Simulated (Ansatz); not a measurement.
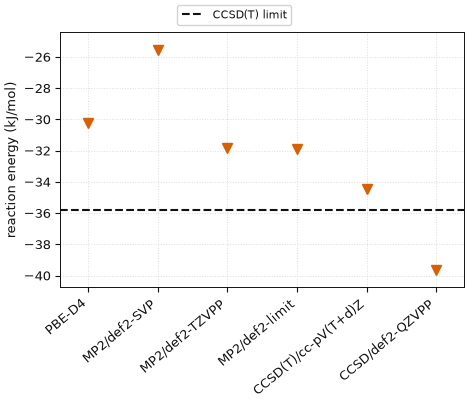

Electronic reaction energy of SiNH₃ (N[SiH]) [singlet] + HF (F) → SiHF (F[SiH]) [singlet] + NH₃ (N) (SMILES in brackets) at several levels (functionals in def2-TZVPP unless a basis is named), isolated molecules at PBE0-D4 triple-zeta geometries, minima by their frequencies, no zero-point or thermal terms, the Ansatz code. The line is frozen-core CCSD(T) at the basis limit (scheme: direct). The distance of MP2/def2-SVP, MP2/def2-TZVPP, CCSD(T)/cc-pV(T+d)Z and CCSD/def2-QZVPP to the limit includes basis error.

> Which level comes closest to the line (CCSD(T) limit), and which misses most?

Closest CCSD(T)/cc-pV(T+d)Z (−34.4 kJ/mol), against −35.8 kJ/mol; farthest MP2/def2-SVP (−25.6 kJ/mol).

> What do zero-point energy and temperature add?

Zero-point change −0.3 kJ/mol; at 298.15 K and 1 bar the CCSD(T) limit plus thermal terms gives an enthalpy of reaction of −35.7 and a free energy of −39.4 kJ/mol (harmonic PBE0-D4 modes, ideal gas).
